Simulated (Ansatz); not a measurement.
**One shape, several levels: singlet [BCl2]+**

Wanted: a comparison of 6 runs (B2PLYP/STO-3G, CAM-B3LYP/STO-3G, HSE06/STO-3G, PBE/STO-3G, BCCD(T)/STO-3G, CCSDTQ/STO-3G) of singlet [BCl2]+. 

Program for the calculation: Ansatz 0.2.0.

38 further runs of the same task are left out: 4 that didn't finish, 34 set aside as unsound or not needed.

### 1 The system as given

[BCl2]+: 3 atoms, total charge +1, spin state singlet. SMILES of the parent species: `Cl[B]Cl`. The coordinates come from a PBE0-D4/def2-TZVP relaxation. That shape belongs to the parent species and isn't relaxed for this state.

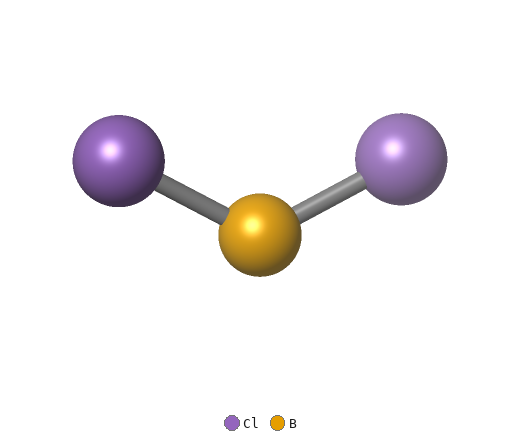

Viewed from a chosen angle; chlorine purple, boron amber.

### 2 A single-point energy at B2PLYP/STO-3G (run 1)

run.yaml reads:

```yaml
basis:
  gaussian:
    orbitals: STO-3G
crystal:
  periodic: [false, false, false]
  atoms:
    - symbol: Cl
      position_ang: [0.371500, -1.525600, 0.030000]
    - symbol: B
      position_ang: [-0.463900, -0.050300, -0.256900]
    - symbol: Cl
      position_ang: [0.081500, 1.511100, 0.213700]
correlation:
  frozen_orbitals: {B: 1, Cl: 5}
total_charge: 1
hamiltonian:
  xc: {name: B2PLYP}
accuracy: high
```

On the command line:

```bash
$ ansatz run run.yaml --threads 1 --pin off --max-ram 2610MiB --events-out events.jsonl --progress --plain --runs-dir runs
```

The program printed:

```text
Warning: RAYON_NUM_THREADS=1 ignored (pool sized by the plan → 1); use --threads N
Functional definition: B2PLYP
  name "B2PLYP"
  parameter a = 0.53
  parameter c = 0.27
  exchange = (1 - a)*b88_x + a*exact_x
  correlation = (1 - c)*lyp_c + c*(mp2_os + mp2_ss)
402 factors; integrals over basis functions are off by at most 1.6e-8 eV
mean field evaluation 1: about -25416.7020 eV, gradient 3.2e1 eV
mean field evaluation 2: about -25416.7027 eV, gradient 3.2e1 eV
mean field evaluation 4: about -25421.5707 eV, gradient 1.5e0 eV
mean field evaluation 8: about -25421.5773 eV, gradient 5.5e-3 eV
mean field evaluation 16: about -25421.5773 eV, gradient 7.7e-8 eV
mean field -25421.57729359 eV, -934.2257341754 hartree, gradient 7.7e-8 eV, S^2 0.000000; 0 other end points of the search recorded, 0 dependent functions left out
11 core orbitals not correlated: weight in the atoms' cores, before any rotation towards them, 1.000 or more for the frozen orbitals, at most 0.000 for the correlated occupied ones
reference -25421.57730940 eV, -934.2257347566 hartree; 8, 8 occupied and 4, 4 virtual orbitals, 402 factors
second order -3.35243186 eV of doubles, -0.00000000 eV of singles
Total energy: -25422.48246601 eV, -934.2589986482 hartree
```

It took 1.5 s on 1 thread of Arm Neoverse V1, shared host; peak memory 0.095 GiB.

### 3 A single-point energy at CAM-B3LYP/STO-3G (run 2)

run.yaml reads:

```yaml
crystal:
  periodic: [false, false, false]
  atoms:
    - symbol: Cl
      position_ang: [0.371500, -1.525600, 0.030000]
    - symbol: B
      position_ang: [-0.463900, -0.050300, -0.256900]
    - symbol: Cl
      position_ang: [0.081500, 1.511100, 0.213700]
basis:
  gaussian:
    orbitals: STO-3G
hamiltonian:
  xc: {name: CAM-B3LYP}
accuracy: high
total_charge: 1
```

On the command line:

```bash
$ ansatz run run.yaml --threads 1 --pin off --max-ram 2610MiB --events-out events.jsonl --progress --plain --runs-dir runs
```

The program printed:

```text
Warning: RAYON_NUM_THREADS=1 ignored (pool sized by the plan → 1); use --threads N
Functional definition: CAM-B3LYP
  name "CAM-B3LYP"
  parameter alpha = 0.19
  parameter beta = 0.46
  parameter omega = 0.33/bohr
  parameter ac = 0.81
  exchange = (1 - alpha - beta)*b88_x + beta*b88_x_sr(omega) + alpha*exact_x + beta*exact_x_lr(omega)
  correlation = (1 - ac)*vwn5_c + ac*lyp_c
402 factors; integrals over basis functions are off by at most 1.6e-8 eV
156 factors; integrals over basis functions are off by at most 9.6e-10 eV
mean field evaluation 1: about -25425.3156 eV, gradient 3.3e1 eV
mean field evaluation 2: about -25417.1200 eV, gradient 6.6e1 eV
mean field evaluation 4: about -25430.6325 eV, gradient 3.1e-1 eV
mean field evaluation 8: about -25430.6090 eV, gradient 4.4e-3 eV
mean field evaluation 16: about -25430.6090 eV, gradient 4.4e-8 eV
mean field -25430.60904696 eV, -934.5576449899 hartree, gradient 4.4e-8 eV, S^2 0.000000; 0 other end points of the search recorded, 0 dependent functions left out
reference -25430.60905896 eV, -934.5576454309 hartree; 19, 19 occupied and 4, 4 virtual orbitals, 402 factors
Total energy: -25430.60905896 eV, -934.5576454309 hartree
```

It took 1.2 s on 1 thread of Arm Neoverse V1, shared host; peak memory 0.093 GiB.

### 4 The energy at HSE06/STO-3G (run 3)

job.yaml reads:

```yaml
basis:
  gaussian:
    orbitals: STO-3G
crystal:
  periodic: [false, false, false]
  atoms:
    - symbol: Cl
      position_ang: [0.371500, -1.525600, 0.030000]
    - symbol: B
      position_ang: [-0.463900, -0.050300, -0.256900]
    - symbol: Cl
      position_ang: [0.081500, 1.511100, 0.213700]
total_charge: 1
hamiltonian:
  xc: hse06
accuracy: high
```

On the command line:

```bash
$ ansatz run job.yaml --threads 1 --pin off --max-ram 2610MiB --events-out events.jsonl --progress --plain --runs-dir runs
```

The program printed:

```text
Warning: RAYON_NUM_THREADS=1 ignored (pool sized by the plan → 1); use --threads N
Functional definition: HSE06
  name "HSE06"
  parameter a = 0.25
  parameter omega = 0.11/bohr
  exchange = pbe_x - a*pbe_x_sr(omega) + a*exact_x_sr(omega)
  correlation = pbe_c
402 factors; integrals over basis functions are off by at most 1.6e-8 eV
56 factors; integrals over basis functions are off by at most 1.1e-9 eV
mean field evaluation 1: about -25418.7407 eV, gradient 3.2e1 eV
mean field evaluation 2: about -25391.2622 eV, gradient 9.8e1 eV
mean field evaluation 4: about -25423.4524 eV, gradient 8.3e-1 eV
mean field evaluation 8: about -25423.4369 eV, gradient 1.4e-2 eV
mean field evaluation 16: about -25423.4369 eV, gradient 1.4e-8 eV
mean field -25423.43685184 eV, -934.2940716806 hartree, gradient 1.5e-8 eV, S^2 0.000000; 0 other end points of the search recorded, 0 dependent functions left out
reference -25423.43685333 eV, -934.2940717355 hartree; 19, 19 occupied and 4, 4 virtual orbitals, 402 factors
Total energy: -25423.43685333 eV, -934.2940717355 hartree
```

It took 1.3 s on 1 thread of Arm Neoverse V1, shared host; peak memory 0.093 GiB.

Runs 4 to 5 aren't shown in full; the table further down has their settings and results.

### 5 The energy at CCSDTQ/STO-3G (run 6)

run.yaml reads:

```yaml
crystal:
  periodic: [false, false, false]
  atoms:
    - {symbol: Cl, position_ang: [0.371500, -1.525600, 0.030000]}
    - {symbol: B, position_ang: [-0.463900, -0.050300, -0.256900]}
    - {symbol: Cl, position_ang: [0.081500, 1.511100, 0.213700]}
basis:
  gaussian: {orbitals: STO-3G}
total_charge: 1
correlation: {method: ccsdtq, frozen_orbitals: {B: 1, Cl: 5}}
accuracy: high
scf: {omitted_lower_state_checks: [cluster_reference, increment]}
```

On the command line:

```bash
$ ansatz run run.yaml --threads 1 --pin off --max-ram 2610MiB --events-out events.jsonl --progress --plain --runs-dir runs
```

The program printed, shortened:

```text
Warning: RAYON_NUM_THREADS=1 ignored (pool sized by the plan → 1); use --threads N
Functional definition: HF
  name "HF"
[...]
402 factors; integrals over basis functions are off by at most 1.6e-8 eV
[...]
mean field -25394.65111089 eV, -933.2362152126 hartree, gradient 1.6e-8 eV, S^2 0.000000; 0 other end points of the search recorded, 0 dependent functions left out
11 core orbitals not correlated: weight in the atoms' cores, before any rotation towards them, 1.000 or more for the frozen orbitals, at most 0.000 for the correlated occupied ones
reference -25394.65111089 eV, -933.2362152126 hartree; 8, 8 occupied and 4, 4 virtual orbitals, 402 factors
second order -2.19132363 eV of doubles, -0.00000000 eV of singles
cycle   1  -2.19095899 eV  change    3.6e-4 eV  update   1.4e-1
[...]
cycle  28  -2.72417672 eV  change   -1.0e-9 eV  update  4.2e-10
Total energy: -25397.37528761 eV, -933.3363268606 hartree
Checks for a lower state left out: cluster_reference, increment
```

Run time: 11 s. Hardware: 1 thread of Arm Neoverse V1, shared host; peak memory 0.38 GiB.

### 6 All runs side by side

| run | level | frozen core orbitals | energy (Eh) | wall time |
| --- | --- | --- | --- | --- |
| 1 | B2PLYP/STO-3G | 11 | -934.258999 | 1.5 s |
| 2 | CAM-B3LYP/STO-3G | – | -934.557645 | 1.2 s |
| 3 | HSE06/STO-3G | – | -934.294072 | 1.3 s |
| 4 | PBE/STO-3G | – | -934.177099 | 1 s |
| 5 | BCCD(T)/STO-3G | 11 | -933.335582 | 0.3 s |
| 6 | CCSDTQ/STO-3G | 11 | -933.336327 | 11 s |

### 7 Results

```
                                           quantity          value
                                run 6: total energy  -933.33633 Eh
run 6: correlation energy (11 core orbitals frozen)     -100.1 mEh
                               run 6: T1 diagnostic          0.025
```

In words: Totals of different functionals can't be ranked against each other. In runs 1, 2, 3, 4, 5, 6 the basis is minimal, so the values are rough. All runs together took 16 s, the longest 11 s.
